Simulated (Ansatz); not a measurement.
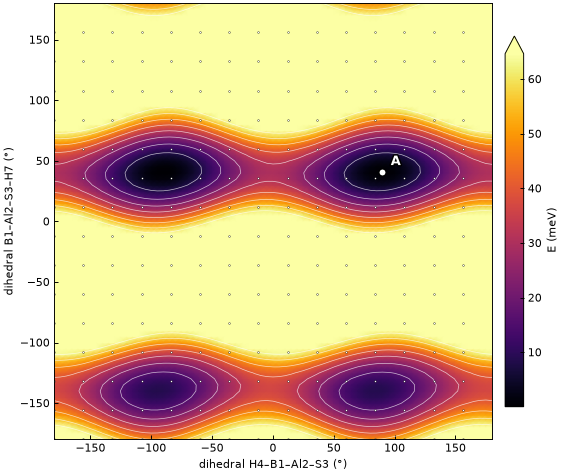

AlBH5S, SMILES [BH2][AlH][SH2+], charge +1. First axis: dihedral H4–B1–Al2–S3. Second axis: dihedral B1–Al2–S3–H7. Nothing is relaxed (all other coordinates rigid). Grid: 15 × 15 points. Points are written as (first, second). All energies are given in meV relative to the relaxed molecule at the same level. The calculation used Ansatz, RHF/def2-TZVP.

Drawn: a smooth colour map with a few white contour lines, dots at the grid points, one colour for all values above the top of the scale, the well A. Between grid points the surface is interpolated.

### Where is the minimum, and how stiff is the well along each coordinate? Take the well at A.

The interpolated minimum is at dihedral H4–B1–Al2–S3 ≈ 90°, dihedral B1–Al2–S3–H7 ≈ 41°. The curvatures there are about 0.057 eV/rad² and 0.21 eV/rad², with a cross term of about −0.012 eV/rad². Round the minimum the two coordinates are weakly coupled (coupling −0.11 in units of the two stiffnesses).
